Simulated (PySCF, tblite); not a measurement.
# B₁₅N₁₆H₁₅: electronic excitations, NMR shifts

Wanted: electronic excitations, NMR shifts for B₁₅N₁₆H₁₅.

Programs: tblite 0.8.0 and PySCF 2.14.0, with routines of our own; each step states its level. All values are computed. Atoms count from 0.

### 1 The starting structure

46 atoms, charge 0, multiplicity 1; geometry from: force field, distance geometry or constructed start.

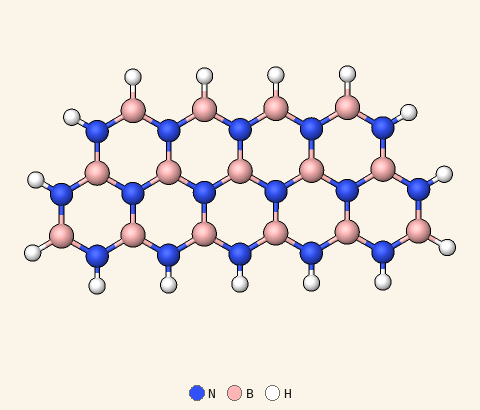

The starting geometry (nitrogen blue, boron pink, hydrogen white).

### 2 Geometry optimisation with GFN2-xTB

What the job is given:

```
{"job": {"kind": "relax", "xc": "GFN2-xTB", "basis": "xTB"}, "charge": 0, "multiplicity": 1}
N     -2.506600     1.975600    -0.001600
B     -3.770400     2.705000    -0.006900
N     -5.017700     1.975100     0.001000
B     -5.023600     0.531800    -0.006200
N     -3.768200    -0.198800     0.003400
B     -2.514800     0.526900    -0.002600
N      6.278800    -0.195900    -0.003300
B      5.026300     0.530100     0.001500
N      3.769900    -0.199700    -0.000400
B      3.764400    -1.648400     0.001600
N      5.020800    -2.373800    -0.002100
B      6.276200    -1.649600    -0.000000
N      2.508100     1.978100     0.005000
B      1.257900     2.701800    -0.002700
N     -0.002200     1.982500     0.000200
B     -0.001900     0.528000     0.006300
N      1.256100    -0.195700     0.000900
B      2.510400     0.524000    -0.001000
N     -6.279300    -0.195800     0.002500
B     -6.275900    -1.646700     0.002700
N     -5.025200    -2.368800     0.001500
B     -3.768100    -1.646100    -0.000200
N      5.026300     1.982000     0.006600
B      3.763000     2.698100    -0.001500
B     -1.255200     2.705000     0.000900
N     -1.261800    -0.198500     0.002500
B     -1.255000    -1.645300    -0.000700
N     -0.000600    -2.372000     0.001200
B      1.256300    -1.647200    -0.002000
N      2.512600    -2.372200     0.003400
N     -2.507900    -2.372000    -0.001100
H     -3.769100     3.873700     0.000200
H     -5.924600     2.497500    -0.001900
H      7.181500     0.321100     0.003700
H      5.024100    -3.410800    -0.003300
H      7.292400    -2.230400    -0.002900
H      1.254900     3.872500    -0.004100
H     -7.178500     0.324900    -0.002600
H     -7.290800    -2.236500    -0.000100
H     -5.027700    -3.409200     0.001200
H      5.923500     2.495100     0.003800
H      3.773100     3.866800     0.003700
H     -1.250800     3.873400    -0.003600
H      0.002600    -3.413100    -0.001800
H      2.507800    -3.410900     0.002400
H     -2.513400    -3.411000    -0.003400
```

The run is started by

```console
$ OMP_NUM_THREADS=2 python large_run.py task.json out
```

One launch serves the whole session: the jobs run in the order shown.

Output:

```text
step      E/eV     max force
  0   -2019.56017    1.457
  1   -2019.81211    0.840
  2   -2019.98077    0.710
  3   -2020.06720    0.570
  4   -2020.13690    0.347
  5   -2020.16149    0.251
  6   -2020.17722    0.184
  7   -2020.18564    0.124
  8   -2020.19062    0.093
  9   -2020.19329    0.087
 10   -2020.19590    0.099
 11   -2020.19919    0.117
 12   -2020.20252    0.127
 13   -2020.20470    0.076
 14   -2020.20594    0.054
 15   -2020.20695    0.051
 16   -2020.20790    0.052
 17   -2020.20847    0.036
 18   -2020.20868    0.018
```

Run time: 1.1 s. Hardware: 2 threads of Arm Neoverse N1, shared host; peak memory 0.16 GiB.

Step by step:

```tsv
step	energy from step 0 (eV)	largest force (eV/Å)
0	0.0000	1.4567
1	-0.2519	0.8396
2	-0.4206	0.7095
3	-0.5070	0.5706
4	-0.5767	0.3473
5	-0.6013	0.2507
6	-0.6171	0.1836
7	-0.6255	0.1240
8	-0.6305	0.0926
9	-0.6331	0.0871
10	-0.6357	0.0996
11	-0.6390	0.1170
12	-0.6424	0.1270
13	-0.6445	0.0760
14	-0.6458	0.0533
15	-0.6468	0.0511
16	-0.6477	0.0524
17	-0.6483	0.0361
18	-0.6485	0.0177
```

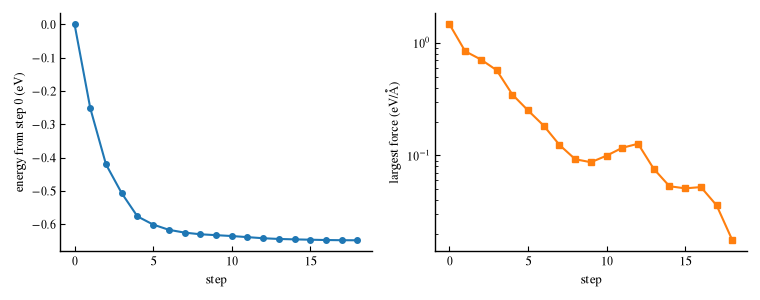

Energy and force, step by step.

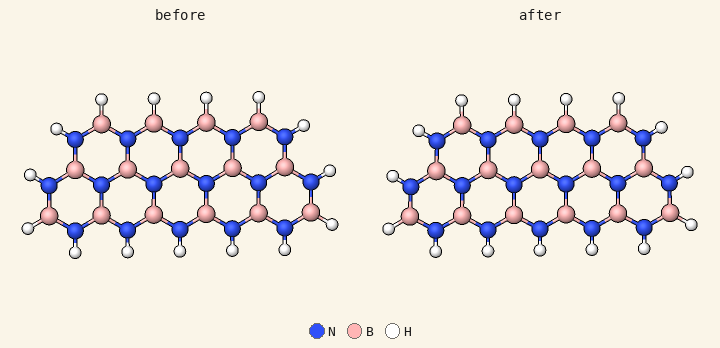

The geometry before (left) and after (right).

Distances of close pairs at the start and the end, largest changes first:

```tsv
bond	before (Å)	after (Å)	change (Å)
N22–B23	1.452	1.409	-0.043
N6–B11	1.454	1.414	-0.039
N2–H32	1.047	1.009	-0.038
N18–B19	1.451	1.414	-0.037
B1–N2	1.445	1.409	-0.036
N10–B11	1.449	1.414	-0.035
N20–H39	1.040	1.008	-0.032
N27–H43	1.041	1.009	-0.032
```

The next job starts from the end point, and lists it.

### 3 Electronic excitations: TDA PBE0/6-31G*

What the job is given:

```
{"job": {"kind": "uv", "basis": "6-31G*", "grid": 1, "kgrid": 0, "vcut": 1.5, "nstates": 6, "ntriplets": 2, "tda": true, "delta": ["ip_vertical"], "pop": true, "xc": "PBE0"}, "charge": 0, "multiplicity": 1}
N     -2.489185     1.967793    -0.000482
B     -3.739167     2.672374    -0.001239
N     -4.941421     1.937686    -0.001390
B     -4.971945     0.507969    -0.000626
N     -3.729302    -0.202290    -0.000043
B     -2.487165     0.521742    -0.000082
N      6.197624    -0.227348     0.000969
B      4.971997     0.506600     0.001598
N      3.729189    -0.203299     0.001389
B      3.737861    -1.639159     0.000339
N      4.997229    -2.319958    -0.001077
B      6.237562    -1.641148    -0.001162
N      2.489708     1.967121     0.000920
B      1.245336     2.667687    -0.000699
N      0.000341     1.963669    -0.000470
B      0.000110     0.518340     0.000292
N      1.244883    -0.198053     0.001308
B      2.487310     0.521074     0.001336
N     -6.197753    -0.225627    -0.000707
B     -6.238128    -1.639390     0.000174
N     -4.998046    -2.318746     0.000643
B     -3.738534    -1.638152    -0.000342
N      4.941738     1.936306     0.002811
B      3.739784     2.671443     0.002516
B     -1.244544     2.667948    -0.001459
N     -1.244892    -0.197648     0.000516
B     -1.247320    -1.636404     0.000005
N     -0.000393    -2.327131     0.000092
B      1.246805    -1.636856     0.001150
N      2.493415    -2.331233     0.000946
N     -2.494165    -2.330345    -0.000683
H     -3.770265     3.844988    -0.002365
H     -5.817840     2.437247    -0.002229
H      7.063258     0.289929     0.001112
H      4.994296    -3.328179    -0.002513
H      7.257861    -2.224849    -0.002491
H      1.243708     3.839897    -0.002599
H     -7.063477     0.291537    -0.000979
H     -7.258899    -2.222154     0.001185
H     -4.994830    -3.326985     0.001468
H      5.818386     2.435407     0.003839
H      3.771157     3.844013     0.002846
H     -1.243178     3.840179    -0.002548
H     -0.000839    -3.336219    -0.000638
H      2.491602    -3.340351     0.001081
H     -2.492128    -3.339422    -0.001556
```

Method: TDA PBE0/6-31G*, vertical, gas phase, core orbitals frozen in the response, virtual orbitals cut by energy.

Output:

```text
start: PBE on a coarse grid of 39994 points
cycle   1  E = -1257.5399885381  dE =  5.461e+00  |g| = 1.483e+00  |ddm| = 7.878e+00
cycle   2  E = -1256.7461957917  dE =  7.938e-01  |g| = 2.374e+00  |ddm| = 3.406e+00
cycle   3  E = -1258.0376675575  dE = -1.291e+00  |g| = 2.323e-01  |ddm| = 2.234e+00
cycle   4  E = -1258.0508900335  dE = -1.322e-02  |g| = 9.243e-02  |ddm| = 2.943e-01
cycle   5  E = -1258.0527091984  dE = -1.819e-03  |g| = 3.610e-02  |ddm| = 9.773e-02
cycle   6  E = -1258.0530124711  dE = -3.033e-04  |g| = 8.727e-03  |ddm| = 3.841e-02
final grid: 177162 points
cycle   7  E = -1257.9423915544  dE = -1.936e-02  |g| = 3.711e-02  |ddm| = 6.254e-01
cycle   8  E = -1257.9426654676  dE = -2.739e-04  |g| = 2.359e-02  |ddm| = 7.207e-02
cycle   9  E = -1257.9427913624  dE = -1.259e-04  |g| = 9.703e-03  |ddm| = 2.705e-02
cycle  10  E = -1257.9428104295  dE = -1.907e-05  |g| = 2.846e-03  |ddm| = 8.759e-03
cycle  11  E = -1257.9428119078  dE = -1.478e-06  |g| = 4.789e-04  |ddm| = 3.030e-03
cycle  12  E = -1257.9428146593  dE = -2.751e-06  |g| = 2.351e-04  |ddm| = 5.871e-04
cycle  13  E = -1257.9428145712  dE =  8.806e-08  |g| = 3.572e-05  |ddm| = 2.047e-04
converged SCF energy = -1257.9428145712
Vertical ionisation energy (delta-SCF) = 7.8593 eV   <S^2> = 0.760

Static polarisability (au): isotropic 255.794, principal 112.073 274.809 380.499

Singlet excitations
state   eV       nm        f      main configurations
  1   6.1050    203.1   0.11101   H->L 0.76, H-1->L+2 0.08
  2   6.1854    200.4   0.07624   H-1->L 0.85
  3   6.4989    190.8   0.00380   H-2->L 0.58, H-1->L+2 0.14, H->L 0.13
  4   6.5540    189.2   0.04223   H->L+1 0.52, H->L+2 0.23, H-1->L+3 0.12
  5   6.6138    187.5   0.20871   H-1->L+1 0.77
  6   6.6856    185.4   0.01021   H->L+1 0.36, H->L+2 0.21, H-1->L+3 0.15

Triplet excitations (Tamm-Dancoff, eV): 5.8559 5.9016
```

Run time: 4.1 min. Hardware: 2 threads of Arm Neoverse N1, shared host; peak memory 1.7 GiB.

Frontier orbitals and where they lie:

```tsv
orbital	eV	atoms
HOMO−4	-7.56	N8 18 %, N4 18 %, N6 10 %
HOMO−3	-7.42	N14 21 %, N0 11 %, N12 11 %
HOMO−2	-7.17	N2 13 %, N22 13 %, N27 12 %
HOMO−1	-6.73	N10 10 %, N20 10 %, N25 10 %
HOMO	-6.66	N27 19 %, N30 15 %, N29 15 %
LUMO	0.28	B24 25 %, B13 25 %, B23 9 %
LUMO+1	0.77	B15 22 %, B23 12 %, B1 12 %
LUMO+2	0.91	B11 17 %, B19 17 %, B7 9 %
LUMO+3	1.15	B28 14 %, B26 14 %, B11 11 %
```

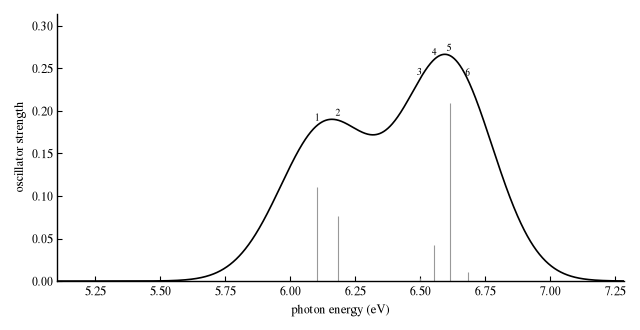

Absorption spectrum from the 6 singlet states computed; above the last one it falls off for lack of states. Lines are broadened to a width of 0.40 eV (Gaussian).

Ground-state properties from the same run:

```tsv
property	computed
dipole moment (D)	4.72
polarisability (Å³)	37.90
HOMO–LUMO gap (eV)	6.94
−ε(HOMO) (eV)	6.66
```

### 4 NMR shifts: GIAO KT3/pcSseg-1

Settings changed since step 3:

```diff
@@ -1,2 +1,2 @@
-{"job": {"kind": "uv", "basis": "6-31G*", "grid": 1, "kgrid": 0, "vcut": 1.5, "nstates": 6, "ntriplets": 2, "tda": true, "delta": ["ip_vertical"], "pop": true, "xc": "PBE0"}, "charge": 0, "multiplicity": 1}
+{"job": {"kind": "nmr", "xc": "KT3", "basis": "pcSseg-1", "pop": false}, "charge": 0, "multiplicity": 1}
 N     -2.489185     1.967793    -0.000482
```

Level: GIAO KT3/pcSseg-1 NMR shielding, non-relativistic, gas phase.

Output:

```text
start: PBE on a coarse grid of 39994 points
cycle   1  E = -1257.0567414649  dE =  5.328e+00  |g| = 1.484e+00  |ddm| = 7.011e+00
cycle   2  E = -1256.2227433578  dE =  8.340e-01  |g| = 2.439e+00  |ddm| = 3.159e+00
cycle   3  E = -1257.5378472782  dE = -1.315e+00  |g| = 2.259e-01  |ddm| = 2.119e+00
cycle   4  E = -1257.5500437927  dE = -1.220e-02  |g| = 9.183e-02  |ddm| = 2.790e-01
cycle   5  E = -1257.5518133949  dE = -1.770e-03  |g| = 3.523e-02  |ddm| = 9.003e-02
cycle   6  E = -1257.5520860963  dE = -2.727e-04  |g| = 9.699e-03  |ddm| = 3.536e-02
final grid: 375185 points
cycle   7  E = -1279.3486328413  dE = -6.244e-02  |g| = 1.637e-01  |ddm| = 6.272e-01
cycle   8  E = -1279.3396392563  dE =  8.994e-03  |g| = 2.621e-01  |ddm| = 2.833e-01
cycle   9  E = -1279.3543598208  dE = -1.472e-02  |g| = 1.601e-02  |ddm| = 1.737e-01
cycle  10  E = -1279.3544216835  dE = -6.186e-05  |g| = 6.125e-03  |ddm| = 2.123e-02
cycle  11  E = -1279.3544290890  dE = -7.405e-06  |g| = 2.383e-03  |ddm| = 6.520e-03
cycle  12  E = -1279.3544294944  dE = -4.055e-07  |g| = 4.245e-04  |ddm| = 2.330e-03
cycle  13  E = -1279.3544279949  dE =  1.500e-06  |g| = 1.612e-04  |ddm| = 4.400e-04
cycle  14  E = -1279.3544279694  dE =  2.544e-08  |g| = 5.184e-05  |ddm| = 1.699e-04
converged SCF energy = -1279.3544279694

GIAO shielding tensors (ppm)
atom      isotropic    diamagn.    paramagn.     s11        s22        s33       span
  0 N      107.372     342.261    -234.889     16.799     40.003    265.314    248.516
  1 B       71.560     197.241    -125.681     48.498     63.229    102.953     54.455
  2 N      139.922     320.375    -180.453     39.773    171.627    208.367    168.594
  3 B       81.039     199.245    -118.206     68.122     70.810    104.185     36.063
  4 N      140.008     339.815    -199.807     75.730     82.278    262.015    186.285
  5 B       78.760     202.309    -123.549     65.709     71.825     98.745     33.036
  6 N      147.365     319.065    -171.701     54.837    177.388    209.869    155.032
  7 B       81.036     199.255    -118.219     68.115     70.808    104.184     36.069
  8 N      140.005     339.817    -199.812     75.710     82.277    262.027    186.318
  9 B       80.489     200.609    -120.120     64.932     74.001    102.534     37.602
 10 N      147.447     326.171    -178.724     54.343    178.500    209.497    155.155
 11 B       76.802     193.591    -116.789     52.958     66.773    110.674     57.716
 12 N      107.393     342.256    -234.863     16.862     39.990    265.327    248.464
 13 B       66.137     199.747    -133.611     50.584     53.187     94.639     44.055
 14 N      104.155     350.254    -246.099     12.836     34.150    265.480    252.643
 15 B       78.520     203.762    -125.243     65.363     72.509     97.686     32.323
 16 N      139.709     354.305    -214.596     72.727     86.907    259.493    186.765
 17 B       78.761     202.308    -123.547     65.706     71.830     98.748     33.042
 18 N      147.337     319.067    -171.730     54.768    177.396    209.846    155.078
 19 B       76.801     193.572    -116.770     52.962     66.765    110.677     57.716
 20 N      147.472     326.189    -178.717     54.401    178.501    209.514    155.113
 21 B       80.488     200.623    -120.135     64.935     73.995    102.533     37.598
 22 N      139.938     320.363    -180.425     39.810    171.627    208.377    168.567
 23 B       71.566     197.243    -125.677     48.509     63.230    102.959     54.450
 24 B       66.132     199.740    -133.608     50.581     53.180     94.635     44.054
 25 N      139.710     354.303    -214.593     72.732     86.895    259.503    186.771
 26 B       79.674     204.576    -124.902     63.013     75.862    100.145     37.132
 27 N      164.161     336.485    -172.324    105.433    191.000    196.051     90.617
 28 B       79.676     204.570    -124.894     63.010     75.877    100.142     37.132
 29 N      165.115     332.806    -167.691    106.940    190.188    198.218     91.278
 30 N      165.123     332.814    -167.691    106.960    190.204    198.206     91.246
 31 H       26.837      29.453      -2.616     23.121     28.281     29.108      5.987
 32 H       26.898      24.116       2.782     21.555     27.375     31.764     10.210
 33 H       27.283      21.800       5.483     21.891     27.481     32.477     10.586
 34 H       27.334      29.267      -1.932     21.654     28.192     32.157     10.503
 35 H       27.256      21.871       5.385     23.971     27.527     30.270      6.300
 36 H       26.490      33.661      -7.172     22.396     28.139     28.934      6.538
 37 H       27.282      21.801       5.480     21.890     27.480     32.475     10.585
 38 H       27.257      21.870       5.387     23.971     27.528     30.270      6.299
 39 H       27.334      29.268      -1.935     21.654     28.191     32.156     10.502
 40 H       26.900      24.113       2.787     21.556     27.378     31.767     10.211
 41 H       26.837      29.451      -2.614     23.121     28.282     29.108      5.987
 42 H       26.489      33.660      -7.171     22.396     28.139     28.934      6.538
 43 H       28.287      38.132      -9.845     21.121     30.405     33.334     12.212
 44 H       28.260      36.293      -8.033     21.283     30.030     33.467     12.184
 45 H       28.262      36.298      -8.035     21.284     30.034     33.469     12.184
```

Wall time 84 s (2 threads of Arm Neoverse N1, shared host); peak memory 1.3 GiB.

Shifts follow as δ = σ(reference) − σ, with reference shieldings (ppm) from runs at the same level and on the same kind of geometry: 1H TMS 31.76, 15N NH3 264.4, 11B BF3·OEt2 100.0. The references are single molecules in the gas phase, so shifts against H2O, NH3, PH3, H3PO4 or CFCl3 are not on the usual liquid scales and can be off by tens of ppm. Atoms listed in one row are averaged.

```tsv
atoms	environment	σ (ppm)	δ (ppm)
H36, H42	hydrogen on a boron bonded to 2 N	26.49	5.27
H31, H41	hydrogen on a boron bonded to 2 N	26.84	4.92
H32, H40	hydrogen on a nitrogen bonded to 2 B	26.90	4.86
H35, H38	hydrogen on a boron bonded to 2 N	27.26	4.50
H33, H37	hydrogen on a nitrogen bonded to 2 B	27.28	4.48
H34, H39	hydrogen on a nitrogen bonded to 2 B	27.33	4.43
H44, H45	hydrogen on a nitrogen bonded to 2 B	28.26	3.50
H43	hydrogen on a nitrogen bonded to 2 B	28.29	3.47
N14	nitrogen bonded to 3 B	104.2	160.2
N0, N12	nitrogen bonded to 3 B	107.4	157.0
N16, N25	nitrogen bonded to 3 B	139.7	124.7
N2, N22	nitrogen bonded to 2 B, H	139.9	124.5
N4, N8	nitrogen bonded to 3 B	140.0	124.4
N6, N18	nitrogen bonded to 2 B, H	147.4	117.0
N10, N20	nitrogen bonded to 2 B, H	147.5	116.9
N27	nitrogen bonded to 2 B, H	164.2	100.2
N29, N30	nitrogen bonded to 2 B, H	165.1	99.3
B13, B24	boron bonded to 2 N, H	66.1	33.8
B1, B23	boron bonded to 2 N, H	71.6	28.4
B11, B19	boron bonded to 2 N, H	76.8	23.2
B15	boron bonded to 3 N	78.5	21.5
B5, B17	boron bonded to 3 N	78.8	21.2
B26, B28	boron bonded to 3 N	79.7	20.3
B9, B21	boron bonded to 3 N	80.5	19.5
B3, B7	boron bonded to 3 N	81.0	18.9
```

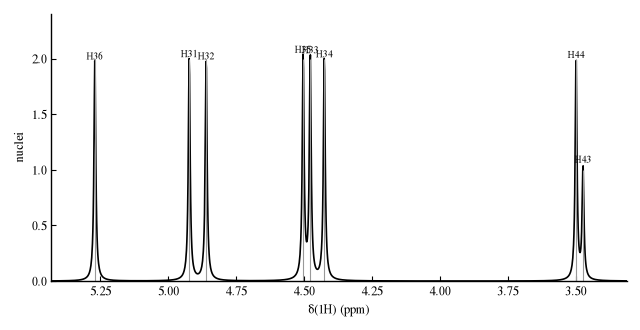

1H lines at the computed shifts, without couplings. Lines are broadened to a width of 0.01 ppm (Lorentzian).

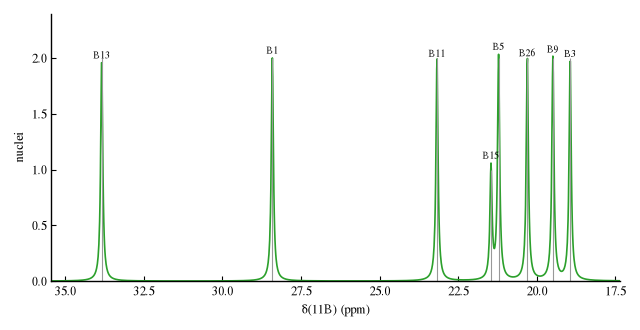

11B lines at the computed shifts, without couplings. Lines are broadened to a width of 0.08 ppm (Lorentzian).

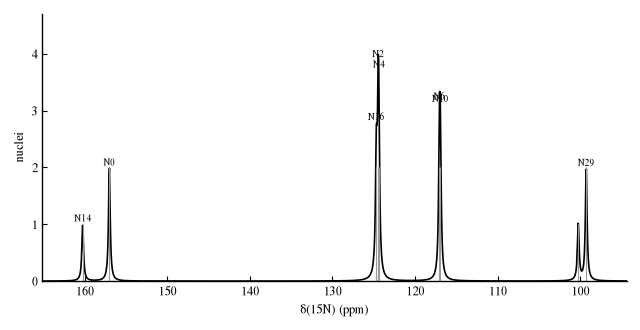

15N lines at the computed shifts, without couplings. Lines are broadened to a width of 0.24 ppm (Lorentzian).

Ring of atoms N0, B1, N2, B3, N4, B5: NICS(0) -1.3, NICS(1) -1.8, NICS(1)zz 1.1 ppm (means of both faces).

Ring of atoms N0, B5, N14, B15, B24, N25: NICS(0) -0.6, NICS(1) -1.8, NICS(1)zz 1.9 ppm (means of both faces).

Ring of atoms B3, N4, N18, B19, N20, B21: NICS(0) -2.0, NICS(1) -1.8, NICS(1)zz 0.3 ppm (means of both faces).

### 5 Outcome

| quantity | value |
| --- | --- |
| lowest singlet (PBE0/6-31G*) | 6.11 eV (203 nm), f = 0.111 |
| brightest single state of those computed | state 5, 6.61 eV, f = 0.209 |
| lowest triplet | 5.86 eV |
| 1H shifts against TMS (KT3/pcSseg-1, means over atoms taken as alike) | 5.27, 4.92, 4.86, 4.50, 4.48, 4.43, 3.50, 3.47 ppm |
| 15N shifts against NH3 (KT3/pcSseg-1, means over atoms taken as alike) | 160.2, 157.0, 124.7, 124.5, 124.4, 117.0, 116.9, 100.2, 99.3 ppm |
| 11B shifts against BF3·OEt2 (KT3/pcSseg-1, means over atoms taken as alike) | 33.8, 28.4, 23.2, 21.5, 21.2, 20.3, 19.5, 18.9 ppm |

What this shows: The lowest singlet, at 6.11 eV, is HOMO→LUMO 0.76, HOMO−1→LUMO+2 0.08 and is bright; of the 6 states computed, the strongest absorption comes from state 5 at 6.61 eV. The lowest triplet lies 0.25 eV below the lowest singlet. The basis of PBE0/6-31G* has no diffuse functions, so Rydberg states are missing and the high states are unreliable.
